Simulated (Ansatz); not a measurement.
# H2SSi: test of scalar relativity

Aim: a test of scalar relativity, for H2SSi, run from a script.

All numbers are computed with the Python package of Ansatz 0.2.0. The levels of theory stand in the script.

## Step 1: Starting point

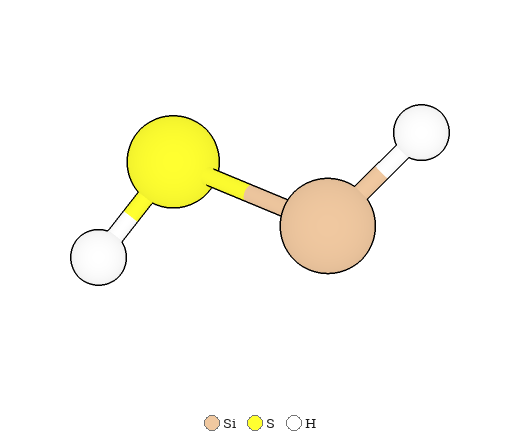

The starting structure, viewed from a chosen angle; silicon light orange, sulfur yellow, hydrogen white.

No structure file is read: the coordinates are typed or built in the script.

## Step 2: The script

Contents of run_x2c.py:

```python
import ansatz as az
import numpy as np

GEOMETRY = '''
Si   -0.10840   -1.01350    0.23790
S     0.12230    1.09230   -0.28820
H     0.97210   -1.41030    1.02130
H    -0.93050    1.27110   -0.99130
'''


def main() -> None:
    h2ssi = az.Crystal.molecule()
    for line in GEOMETRY.strip().splitlines():
        symbol, *xyz = line.split()
        h2ssi = h2ssi.atom(symbol, [float(v) for v in xyz])

    calculation = h2ssi.calculation().functional('PBE').forces()
    sets = {'none': 'cc-pVTZ', 'scalar': 'cc-pVTZ-DK'}
    found = {kind: calculation.basis(gaussian=basis).pseudopotentials(relativity=kind).run().report for kind, basis in sets.items()}
    for kind, each in found.items():
        dipole = 4.803205 * np.linalg.norm(each['charge_distribution']['dipole_moment_e_ang'])
        print(f'{kind:7s} E = {each["free_energy_ev"]:.4f} eV  dipole {dipole:.3f} D  largest force component {np.abs(each["forces_ev_ang"]).max():.4f} eV/A')
    print(f'relativity lowers the total energy by {found["none"]["free_energy_ev"] - found["scalar"]["free_energy_ev"]:.3f} eV')


if __name__ == '__main__':
    main()
```

## Step 3: The input behind the calls

The engine receives this input (first run):

```yaml
crystal:
  periodic: [false, false, false]
  atoms:
    - { symbol: Si, position_ang: [-0.1084, -1.0135, 0.2379] }
    - { symbol: S, position_ang: [0.1223, 1.0923, -0.2882] }
    - { symbol: H, position_ang: [0.9721, -1.4103, 1.0213] }
    - { symbol: H, position_ang: [-0.9305, 1.2711, -0.9913] }
basis:
  gaussian:
    orbitals: cc-pVTZ
hamiltonian:
  xc: pbe
  pseudopotentials:
    relativity: none
output:
  forces: true
```

## Step 4: Running it

Launch:

```bash
python run_x2c.py
```

Output:

```text
none    E = -18736.4276 eV  dipole 0.151 D  largest force component 3.4527 eV/A
scalar  E = -18782.7408 eV  dipole 0.145 D  largest force component 3.4605 eV/A
relativity lowers the total energy by 46.313 eV
```

It took 3.1 s on 1 thread of Arm Neoverse V1, shared host; peak memory 0.18 GiB.

## Step 5: Inputs of later runs

The engine's inputs for the other runs:

Run 2, against run 1:

```diff
@@ -10 +10 @@
-    orbitals: cc-pVTZ
+    orbitals: cc-pVTZ-DK
@@ -14 +14 @@
-    relativity: none
+    relativity: scalar
```

## Step 6: The engine's runs

One row for each of the 2 runs:

```
run       basis  relativity  energy (eV)  SCF cycles  CPU time (s)
  1     cc-pVTZ        none  -18736.4276          16           1.2
  2  cc-pVTZ-DK      scalar  -18782.7408          16           1.3
```

## Step 7: What came out

```
                                 quantity      value
relativistic lowering of the total energy  46.313 eV
                            runs compared          2
```

The total moves by -46.3 eV, nearly all in the cores, and the dipole stays at 0.15 D. The geometry is a force-field or estimated start, not a minimum of this method. The basis set changes with the Hamiltonian (a set recontracted for scalar relativity), and most of the change in the total lies in the cores.
